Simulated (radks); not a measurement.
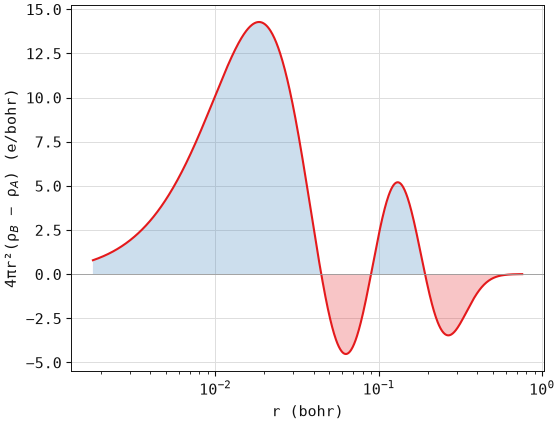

Two nuclei with the same 4 electrons, [He] 2s2, were computed: Kr³²⁺; Ni²⁴⁺. Computed with the in-house radial solver radks: Dirac Kohn-Sham, BLYP, spin-unpolarised, spherical densities, finite nucleus.

The plot shows the radial density of run B less that of run A; on the logarithmic r axis, areas aren't charges.

### Which run is A and which is B? Where does the charge move?

A is Ni²⁴⁺; B is Kr³²⁺. B holds 0.69 electrons more than A where the difference is positive (most at r = 0.019 bohr) and 0.69 electrons fewer where it is negative (most at r = 0.063 bohr), with no net change. The larger nuclear charge draws every shell in.
